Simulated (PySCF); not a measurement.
Consider C₆H₁₂SSi₂.

The calculation's input:

```
{"job": {"kind": "nmr", "xc": "PBE0", "basis": "pcSseg-1"}, "charge": 0, "multiplicity": 1}
C     -3.139742    -2.465998    -0.105604
C     -2.472293    -1.467682    -0.045176
Si    -1.437938     0.065827     0.027787
C     -2.412696     1.571614    -0.592766
C      0.356620    -0.156840    -0.610329
C      0.901967     0.352933     0.729821
S      2.285196    -0.636122     1.421699
Si     3.793833    -0.293757    -0.045378
C     -0.361984     0.287706     1.598186
H     -3.722886    -3.340583    -0.154667
H     -3.297365     1.729763     0.015583
H     -1.816709     2.478644    -0.560579
H     -2.741162     1.420481    -1.616121
H      0.610987    -1.203406    -0.765612
H      0.712225     0.404875    -1.471491
H      1.269343     1.376533     0.644948
H      3.901658     1.147563    -0.254355
H      3.421187    -0.946384    -1.296846
H      4.987118    -0.868712     0.546804
H     -0.349539    -0.594141     2.234645
H     -0.496738     1.154627     2.240020
```

Run with:

```sh
OMP_NUM_THREADS=1 python probes_run.py task.json out
```

Geometry: GFN2-xTB.

Computed with PBE0/pcSseg-1, SCF density, gas phase, non-relativistic in PySCF.

Question: Predict the electron density and electron localisation function between the atoms.

Answer: C–C (1.20 Å): ρ is about 2.8 e/Å³ halfway; the ELF peaks at about 0.85 between the atoms: a multiple bond.
C–S (1.84 Å): ρ at the midpoint is about 1.2 e/Å³; the ELF peaks at about 0.90 between the atoms, as expected for localised, covalent bonding.
C–Si (1.85 Å): ρ is about 0.92 e/Å³ halfway; the ELF peaks at about 0.95 between the atoms; a covalent bond.
C–H (1.05 Å): ρ is about 2.1 e/Å³ halfway; the ELF climbs to about 1 towards the hydrogen, as it does in any bond to H; an ordinary covalent bond to hydrogen.

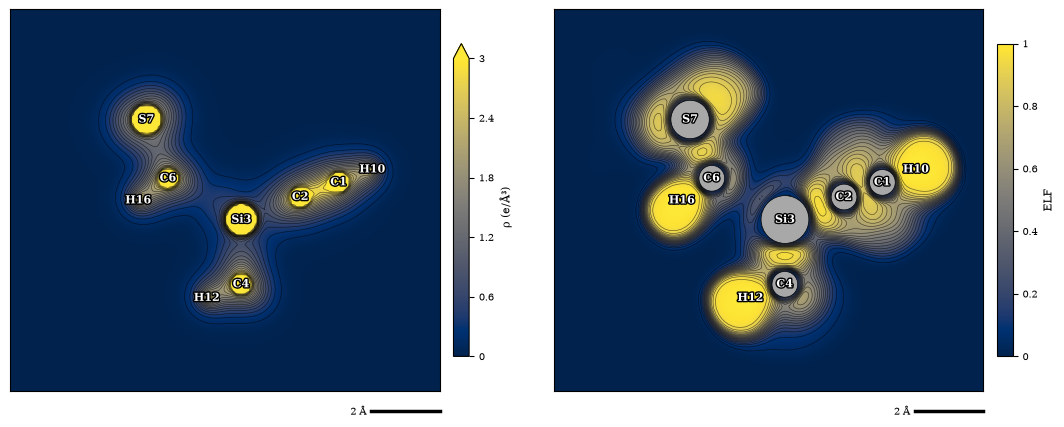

Computed electron density and electron localisation function on the plane of atoms Si3, C4 and H12, in this order. Grey discs cover the atomic cores in the ELF map. 
